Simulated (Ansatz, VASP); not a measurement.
## NaCl (Halite) in two plane-wave programs

Aim: how closely do two programs agree when they are given the same cell, functional and k mesh? The cell comes out of the VASP series on this material, whose earlier steps may have relaxed, scaled or displaced it; both programs get it as it stands.

Calculated with Ansatz 0.2.0; plane waves, with VASP 6.6.1 beside it; relaxation of cell and atoms at LDA, band structure at PBE0 and band structure at r2SCAN-EpsX.

### Step 1. Set-up

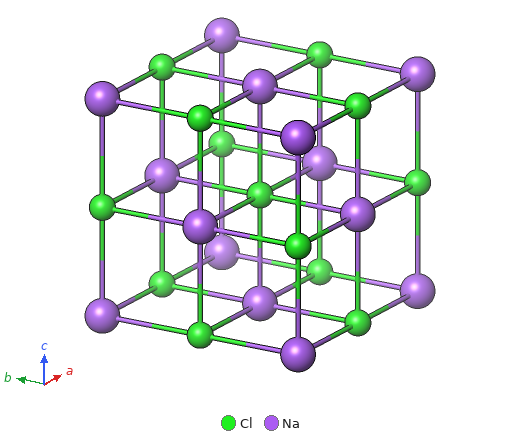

The cell as given, from a free direction (chlorine green, sodium purple). This picture shows the conventional cell, with its axes. Some periodic images of atoms are drawn too.

Coordinates:

```xyz
2
Lattice="0.0000 2.7301 2.7301 2.7301 0.0000 2.7301 2.7301 2.7301 0.0000" Properties=species:S:1:pos:R:3 pbc="T T T"
Cl    2.7301    2.7301    2.7301
Na    0.0000    0.0000    0.0000
```

### Step 2. VASP: relaxation of cell and atoms, LDA

The relaxed volume is the usual yardstick between codes: its relative difference is about their pressure difference at one cell divided by the bulk modulus.

Lines of VASP's logs that name or quote its potential files are left out, and so is its time.

Input file INCAR:

```
SYSTEM = NaCl
PREC = Accurate
ENCUT = 450
EDIFF = 1E-06
NELM = 100
ISMEAR = 0
SIGMA = 0.03
LREAL = .FALSE.
ALGO = Normal
GGA = CA
NBANDS = 13
LORBIT = 11
LWAVE = .FALSE.
LCHARG = .FALSE.
KPAR = 4
IBRION = 2
NSW = 50
ISIF = 3
EDIFFG = -0.004
```

Input file POSCAR:

```
NaCl
1.0
    0.0000000000      2.7300670920      2.7300670920
    2.7300670920      0.0000000000      2.7300670920
    2.7300670920      2.7300670920      0.0000000000
Cl Na
1 1
Direct
    0.5000000000      0.5000000000      0.5000000000
    0.0000000000      0.0000000000      0.0000000000
```

Input file KPOINTS:

```
Automatic mesh
0
Gamma
6 6 6
0 0 0
```

Potentials, in the order of the species: Cl and Na_pv (LDA family, release 64).

Run with:

```
mpirun -np 4 vasp_std
```

Numbers of over 12 decimals in the logs are rounded to 6 here.

Log:

```text
[banner, memory and clock lines left out]
running    4 mpi-ranks, on    1 nodes
 distrk:  each k-point on    1 cores,    4 groups
 distr:  one band on    1 cores,    1 groups

 POSCAR found type information on POSCAR ClNa
 POSCAR found :  2 types and       2 ions
 LDA part: xc-table for (Slater(with rela. corr.)+CA(PZ))
 , standard interpolation
 POSCAR, INCAR and KPOINTS ok, starting setup
 FFT: planning ... GRIDC
 FFT: planning ... GRID_SOFT
 FFT: planning ... GRID
 WAVECAR not read
 entering main loop
       N       E                     dE             d eps       ncg     rms          rms(c)
DAV:   1     0.880133576543E+02    0.88013E+02   -0.68107E+03   416   0.984E+02
DAV:   2    -0.883803650837E+00   -0.88897E+02   -0.83624E+02   461   0.249E+02
DAV:   3    -0.747895425195E+01   -0.65952E+01   -0.65647E+01   546   0.673E+01
DAV:   4    -0.757263328246E+01   -0.93679E-01   -0.93639E-01   476   0.880E+00
DAV:   5    -0.757470446812E+01   -0.20712E-02   -0.20711E-02   524   0.132E+00    0.208E+00
DAV:   6    -0.740963234242E+01    0.16507E+00   -0.26095E-01   486   0.358E+00    0.153E+00
DAV:   7    -0.739016716623E+01    0.19465E-01   -0.53910E-02   567   0.153E+00    0.988E-01
DAV:   8    -0.738856968426E+01    0.15975E-02   -0.46262E-03   481   0.686E-01    0.299E-01
DAV:   9    -0.738845692757E+01    0.11276E-03   -0.17422E-04   501   0.110E-01    0.151E-01
DAV:  10    -0.738844567397E+01    0.11254E-04   -0.10138E-04   511   0.958E-02    0.524E-03
DAV:  11    -0.738844527006E+01    0.40391E-06   -0.33878E-06   491   0.225E-02
   1 F= -.73884453E+01 E0= -.73884453E+01  d E =-.738845E+01
 curvature:   0.00 expect dE= 0.000E+00 dE for cont linesearch  0.000E+00
 trial: gam= 0.00000 g(F)=  0.366E-65 g(S)=  0.879E-06 ort = 0.000E+00 (trialstep = 0.100E+01)
 search vector abs. value=  0.879E-06
 reached required accuracy - stopping structural energy minimisation
```

From OUTCAR (step 2):

```text
ion  position               nearest neighbor table
   1  0.500  0.500  0.500-
   2  0.000  0.000  0.000-

  LATTYP: Found a face centered cubic cell.
 ALAT       =     5.4601341840

 Subroutine GETGRP returns: Found 48 space group operations
 (whereof 48 operations were pure point group operations)

The static configuration has the point symmetry O_h .

 Found     16 irreducible k-points:

   k-points           NKPTS =     16   k-points in BZ     NKDIM =     16   number of bands    NBANDS=     13

   dimension x,y,z NGX =    28 NGY =   28 NGZ =   28
   dimension x,y,z NGXF=    56 NGYF=   56 NGZF=   56

   ENCUT  =  450.0 eV  33.07 Ry    5.75 a.u.   6.68  6.68  6.68*2*pi/ulx,y,z

   NELECT =      14.0000    total number of electrons

 k-points in reciprocal lattice and weights: Automatic mesh
   0.00000000  0.00000000  0.00000000       0.005
   0.16666667  0.00000000  0.00000000       0.037
   0.33333333  0.00000000  0.00000000       0.037
   0.50000000  0.00000000  0.00000000       0.019
   0.16666667  0.16666667  0.00000000       0.028
   0.33333333  0.16666667  0.00000000       0.111
   0.50000000  0.16666667  0.00000000       0.111
  -0.33333333  0.16666667  0.00000000       0.111
  -0.16666667  0.16666667  0.00000000       0.056
[...]
-0.33333333  0.33333333  0.16666667       0.111
  -0.33333333  0.50000000  0.16666667       0.056

 average (electrostatic) potential at core
       1 -97.1201       2 -45.3585

 E-fermi :  -0.1172

 k-point     1 :       0.0000    0.0000    0.0000
  band No.  band energies     occupation
    ...
      3     -20.9678      2.00000
      4     -13.1726      2.00000
      5      -0.3418      2.00000
      6      -0.3418      2.00000
      7      -0.3418      2.00000
      8       4.7484      0.00000
      9      10.5889      0.00000
     10      10.5889      0.00000
     11      10.5889      0.00000
     12      12.9497      0.00000
    ...

 k-point     2 :       0.1667    0.0000    0.0000
  band No.  band energies     occupation
    ...
      3     -20.9686      2.00000
      4     -13.0606      2.00000
      5      -1.0832      2.00000
      6      -0.4306      2.00000
      7      -0.4306      2.00000
      8       5.6415      0.00000
      9       9.7966      0.00000
     10      10.9195      0.00000
     11      10.9195      0.00000
     12      12.6374      0.00000
    ...

 k-point     3 :       0.3333    0.0000    0.0000
  band No.  band energies     occupation
    ...
      3     -20.9702      2.00000
      4     -12.8238      2.00000
      5      -2.2088      2.00000
      6      -0.5984      2.00000
      7      -0.5984      2.00000
      8       6.6331      0.00000
      9       9.8842      0.00000
     10      10.7901      0.00000
     11      10.7901      0.00000
     12      13.8112      0.00000
    ...

  Total       -0.0034849     -0.0034849     -0.0034849      0.0000000      0.0000000     -0.0000000
  in kB       -0.1372007     -0.1372007     -0.1372007      0.0000000      0.0000000     -0.0000000
  external PRESSURE =      -0.1372007 kB  Pullay stress =       0.0000000 kB

  energy-cutoff  :      450.00
  volume of cell :       40.70
      direct lattice vectors                 reciprocal lattice vectors
     0.000000000  2.730067092  2.730067092    -0.183145682  0.183145682  0.183145682
     2.730067092  0.000000000  2.730067092     0.183145682 -0.183145682  0.183145682
     2.730067092  2.730067092  0.000000000     0.183145682  0.183145682 -0.183145682

 POSITION                                       TOTAL-FORCE (eV/Angst)
 -----------------------------------------------------------------------------------
      2.73007      2.73007      2.73007         0.000000      0.000000      0.000000
      0.00000      0.00000      0.00000         0.000000      0.000000     -0.000000
 -----------------------------------------------------------------------------------
    total drift:                                0.000000      0.000000      0.000000

  FREE ENERGIE OF THE ION-ELECTRON SYSTEM (eV)
  ---------------------------------------------------
  free  energy   TOTEN  =        -7.3884452701 eV

  energy  without entropy=       -7.3884452701  energy(sigma->0) =       -7.38844527

 reached required accuracy - stopping structural energy minimisation

 total charge
# of ion       s       p       d       tot
------------------------------------------
    1        1.584   3.567   0.000   5.151
    2        0.054   5.988   0.000   6.042
--------------------------------------------------
tot          1.638   9.555   0.000  11.193

[... 3 further parts left out ...]
```

CONTCAR:

```
NaCl
   1.00000000000000
     0.0000000000000000    2.7300670920000001    2.7300670920000001
     2.7300670920000001    0.0000000000000000    2.7300670920000001
     2.7300670920000001    2.7300670920000001    0.0000000000000000
  Cl              Na
     1     1
Direct
     0.5000000000000000    0.5000000000000000    0.5000000000000000
     0.0000000000000000    0.0000000000000000    0.0000000000000000
```

### Step 3. Ansatz: relaxation of cell and atoms, LDA

Ansatz runs on its default PAW (the set named soft_2) files.

The same cell, functional (in two slightly different forms), mesh and smearing now go to Ansatz, which takes its cutoff from its data sets.

Input file input.yaml:

```yaml
crystal:
  lattice:
    - [0.0, 2.730067092, 2.730067092]
    - [2.730067092, 0.0, 2.730067092]
    - [2.730067092, 2.730067092, 0.0]
  atoms:
    - { symbol: Cl, position: [0.5, 0.5, 0.5] }
    - { symbol: Na, position: [0.0, 0.0, 0.0] }
hamiltonian:
  xc: lda
  pseudopotentials: { kind: paw }
kpoints:
  mp_grid: { grid: [6, 6, 6] }
scf:
  occupations: { method: gaussian, width: 0.03 }
relax:
  f_tol: 0.01
  max_steps: 60
  cell: { stress_tol: 0.05 }
output:
  forces: true
  stress: true
```

Run with:

```
ansatz run input.yaml --threads 4 --pin off --max-ram 9216MiB --backend cpu --events-out ev --progress --plain --runs-dir out
```

Log:

```text
Engine: ansatz 0.2.0, aarch64-unknown-linux-gnu
Pseudopotentials: kind: paw
Pseudopotential: Cl, paw, valence charge 7, recommended cutoff 420 eV (normal), Cl.paw.azcp
Pseudopotential: Na, paw, valence charge 9, recommended cutoff 420 eV (normal), Na.paw.azcp
Functional definition: SPW92
  exchange = slater_x
  correlation = pw_c
Crystal: 2 atoms, lattice volume = 40.696 Å³
Basis set: ecut = 420 eV, 821 PW (Γ)
Bands: 12, of which v1, the nominal top of the filled ones, is band 8 counted from 1 (7 counted from 0)
Symmetry: 48 space group operations
Space group: Fm-3m (ITA 225), of the structure as read, at distance tolerance 3.4e-5 Å
k-points: 16 of 216
Non-local potential: Cl, projectors of the file, l = 0: 2, l = 1: 2, l = 2: 2
Non-local potential: Na, projectors of the file, l = 0: 3, l = 1: 2, l = 2: 1
PAW form: soft (Blöchl's): semilocal exchange-correlation on the pseudo side does not see the compensation charge
PAW frozen core: Cl, regenerated for the run's functional, and the local potential with it (the file was generated under x = pbe(κ = 0.804, μ = 0.219515), c = pbe(β = 0.066725))
PAW frozen core: Na, regenerated for the run's functional, and the local potential with it (the file was generated under x = pbe(κ = 0.804, μ = 0.219515), c = pbe(β = 0.066725))
PAW one-centre angular grid: Cl, 110 points (default); XC on 64 Gauss nodes
PAW one-centre angular grid: Na, 110 points (default); XC on 64 Gauss nodes
Initial density: superposition of atomic densities (neutral atoms: chi_scale 0, normalization atom), corrected by the library's trained network
Initial wavefunctions: pseudopotential atomic-orbital guess
Functional: x = slater, c = lda
SCF iter   1: F=—  HF=-2514.342204 eV  |F-HF|=—  |Δ(HF+E_count)|=         —  Δρ=7.64e-3  dr2=1.61e-2  ethr=1.77e-3  ⟨swp⟩=6.1  Hψ=1143  notcnv=0
preconditioner: auto → none  [insulator: Δε(μ)=4.989 eV  Ē_g=20.835 eV  σ=0.030 eV  W_gap=1.00  n_scr=14 (ndim 8)  ℏωp=21.8 eV  f_vac=0.012  D(μ)=0.00/eV (n_scr^D=0)  ε∞_Penn≈2.1]
SCF iter   2: F=—  HF=-2514.332589 eV  |F-HF|=—  |Δ(HF+E_count)|=   9.61e-3  Δρ=2.76e-3  dr2=2.50e-3  ethr=1.00e-4  ⟨swp⟩=2.1  Hψ=498  notcnv=0
SCF iter   3: F=—  HF=-2514.331863 eV  |F-HF|=—  |Δ(HF+E_count)|=   7.26e-4  Δρ=9.23e-4  dr2=3.03e-4  ethr=1.56e-5  ⟨swp⟩=2.0  Hψ=304  notcnv=0
SCF iter   4: F=—  HF=-2514.331754 eV  |F-HF|=—  |Δ(HF+E_count)|=   1.09e-4  Δρ=2.14e-4  dr2=1.94e-5  ethr=1.89e-6  ⟨swp⟩=2.0  Hψ=255  notcnv=0
SCF iter   5: F=—  HF=-2514.331747 eV  |F-HF|=—  |Δ(HF+E_count)|=   7.74e-6  Δρ=9.26e-5  dr2=4.38e-6  ethr=1.21e-7  ⟨swp⟩=1.0  Hψ=192  notcnv=0
SCF iter   6: F=—  HF=-2514.331745 eV  |F-HF|=—  |Δ(HF+E_count)|=   1.30e-6  Δρ=1.70e-5  dr2=1.54e-7  ethr=2.74e-8  ⟨swp⟩=2.0  Hψ=221  notcnv=0
SCF iter   7: F=-2514.331745 eV  HF=-2514.331745 eV  |F-HF|=1.44e-10  |Δ(HF+E_count)|=   3.87e-8  Δρ=1.41e-6  dr2=4.76e-10  ethr=6.25e-10  ⟨swp⟩=4.0  Hψ=562  notcnv=0
SCF 1 converged in 7 iterations: F = -2514.331745 eV  dr2 = 4.76e-10
  greatest PAW one-centre occupation: 0.999 electrons in one spin orbital (limit 2), on the Na atom at site 1 (counted from 0), in its partial waves of l = 0
relax step   1: F+E_penalty+E_count = -2514.33174525 eV  Δ(F+E_penalty+E_count) = +0.000e0 eV  max|allowed force component| = 2.210e-30 eV/Å  Δτ_max = 0.0000 Å  P = +0.072 GPa  Ω = 40.696 Å³  (7 SCF iters, dr2 threshold 1.00e-7 eV, accepted)
[...]
relax step   2: F+E_penalty+E_count = -2514.33176177 eV  Δ(F+E_penalty+E_count) = -1.652e-5 eV  max|allowed force component| = 1.717e-30 eV/Å  Δτ_max = 0.0000 Å  P = +0.027 GPa  Ω = 40.752 Å³  energy of the carried Pulay correction = -7.776e-7 eV  (4 SCF iters, dr2 threshold 1.28e-8 eV, accepted)
[...]
relax step   3: F+E_penalty+E_count = -2514.33176177 eV  Δ(F+E_penalty+E_count) = -2.060e-10 eV  max|allowed force component| = 1.463e-30 eV/Å  Δτ_max = 0.0000 Å  P = +0.027 GPa  Ω = 40.752 Å³  stress off target by 2.72e-2 GPa  SCF on the basis re-selected at this cell (its energy is not comparable with the rows above)  (5 SCF iters)
basis re-selected at this cell: Δ(F+E_penalty+E_count) = -2.060e-10 eV, ΔP = +0.000 GPa vs the last step (what re-selecting the basis moved, of the pressure what is left beyond the Pulay correction that the steps carried, after the strain that the cell walked since its last selection, with what the two solves' SCF thresholds leave and, on support functions, any second-order correction that the steps lacked; it is no  [...]
SCF converged after 5 iterations
Free energy (F): -2514.331762 eV
Harris-Foulkes:  -2514.331762 eV  (|F-HF|=1.68e-11)
Internal energy: -2514.331762 eV  (E = F + TS)
E sigma→0 (E₀):  -2514.331762 eV
Fermi energy:    4.180062 eV
--- Per-component energies (eV) ---
  E_band       = -224.833333
  E_kinetic    = 283.218246
  E_local      = -1482.565976  (includes V_loc(G=0)·N_el)
  E_nonlocal   = 146.953097
  E_hartree    = 519.161124
  E_xc         = -144.911803
  E_vxc        = -172.213942  (∫ρ·V_xc dr)
  E_paw        = -869.969944  (= ΣΔE_a)
  E_vpaw       = -38.547063  (= ΣTr[D̂ρ^β])
  E_aug_tail   = 0.000095  (compensation charges beyond the density's cutoff)
  E_ewald      = -966.547982
  E_core_change = 0.331382  (= ΣΔE_core)
  E_smearing   = -0.000000  (= −TS)
  E_closure    = -0.000000  (closes the sum)
  Σ components = -2514.331762   (vs F -2514.331762, Δ=0.00e0)
--- Forces (eV/Å), atoms counted from 1 ---
  atom   1  Cl     0.00000000    -0.00000000    -0.00000000
  atom   2  Na    -0.00000000     0.00000000    -0.00000000
  max |Σ_I F_I| component: 3.39e-30 eV/Å
--- Stress (GPa, compression-positive) ---
        0.027230      -0.000000      -0.000000
       -0.000000       0.027230       0.000000
       -0.000000      -0.000000       0.027230
  P = ⅓ Tr σ = 0.0272 GPa (0.272 kbar)
--- Relaxed structure (2 steps of the walk, 2 accepted, 1 SCFs on fresh bases) ---
  F+E_penalty+E_count = -2514.33176177 eV   max|allowed force component| = 1.463e-30 eV/Å   (the final SCF, on the basis selected at the relaxed cell)
  cell:  # Å, volume = 40.7520 Å³
    - [0, 2.731322, 2.731322]
    - [2.731322, 0, 2.731322]
    - [2.731322, 2.731322, 0]
  atoms:
    - { symbol: Cl, position: [0.5, 0.5, 0.5] }
    - { symbol: Na, position: [0, 0, 0] }
```

Elapsed: 0.54 s, on 4 threads of Arm Neoverse V2, shared host; peak memory 0.27 GiB; 1.5 s of CPU time.

### Step 4. Side by side

Known differences besides the PAW data sets themselves: the two LDA forms differ slightly; both relaxations stop at a tolerance, which leaves soft axes loose, and VASP keeps its plane-wave basis; the data sets hold 16 valence electrons in Ansatz (default PAW (the set named soft_2) files) and 14 in VASP; the cutoff is 420 eV in Ansatz and 450 eV in VASP; Ansatz makes its cores anew for this functional, VASP keeps those of its LDA data sets; Ansatz adds a Pulay correction to the stress that steers its cell, VASP none. Total energies have different zeros and are not compared.

Compared:

```
                                         quantity  Ansatz   VASP  difference
                                      volume (Å³)   40.75  40.70     +0.14 %
edge a after relaxation, in the typed setting (Å)   3.863  3.861     +0.05 %
```

The walks stopped with 0.03 GPa left in Ansatz and -0.01 GPa in VASP; each walk ends within a tolerance, so the volume difference is uncertain by about these residues over the bulk modulus, most in soft cells.

### Step 5. Ansatz: band structure, PBE0

Levels along a path test the potential and the projectors away from the mesh points. The cell compared in this pair holds 44.86 Å³, against 40.70 Å³ for the pair before.

Input file input.yaml:

```yaml
crystal:
  lattice:
    - [0.0, 2.82028, 2.82028]
    - [2.82028, 0.0, 2.82028]
    - [2.82028, 2.82028, 0.0]
  atoms:
    - { symbol: Cl, position: [0.5, 0.5, 0.5] }
    - { symbol: Na, position: [0.0, 0.0, 0.0] }
hamiltonian:
  xc: pbe0
  pseudopotentials: { kind: paw }
kpoints:
  mp_grid: { grid: [5, 5, 5] }
  band_path:
    path:
      - [0.0, 0.0, 0.0]
      - [0.5, 0.0, 0.5]
      - [0.5, 0.22222, 0.72222]
      - [0.40278, 0.34722, 0.75]
      - [0.125, 0.125, 0.25]
      - [0.27778, 0.27778, 0.27778]
      - [0.55556, 0.38889, 0.55556]
      - [0.58333, 0.25, 0.66667]
      - [0.5, 0.30556, 0.69444]
      - [0.48611, 0.48611, 0.52778]
      - [0.625, 0.25, 0.625]
      - [0.5, 0.0, 0.5]
    npoints: 1
scf:
  occupations: { method: gaussian, width: 0.03 }
  n_extra_bands: 7
output:
  forces: true
  stress: true
  eigenvalues: true
```

Log:

```text
[...]
--- Band table (eV; the first three rows and the last of 10) ---
  k-point 0: bands = [... 4 lower, -14.1681, -0.2889, -0.2889, -0.2889, 6.9151, 13.0247, 13.0247, 13.0247, ... 3 higher]
  k-point 1: bands = [... 4 lower, -14.0477, -1.1299, -0.3930, -0.3930, 8.0292, 12.0399, 13.3670, 13.3670, ... 3 higher]
  k-point 2: bands = [... 4 lower, -13.8424, -2.1976, -0.5526, -0.5526, 9.0204, 12.3981, 13.0125, 13.0125, ... 3 higher]
  k-point 9: bands = [... 4 lower, -13.7557, -1.8268, -1.3249, -0.9176, 10.7731, 11.1254, 11.5517, 14.1323, ... 3 higher]
[key lines of the parts left out:]
Free energy (F): -2570.857344 eV
Fermi energy:    3.313167 eV
P = ⅓ Tr σ = 0.1114 GPa (1.114 kbar)
```

Elapsed: 12 s, on 4 threads; peak memory 0.66 GiB; 45 s of CPU time.

(Part 1 of 2 ends here.)

[Lines on the potential files, build, host, timing and source positions are cut from VASP's logs without a mark.]

[Logs are printed without paths, hosts, clocks, repeated set-up lines and the standing remarks that a program may print on its own settings, such as how far it seeks lower states.]

[Hosts, paths, dates, database ids (printed as entryN), source tags and the programs' standing remarks are cut or masked in the printed files.]
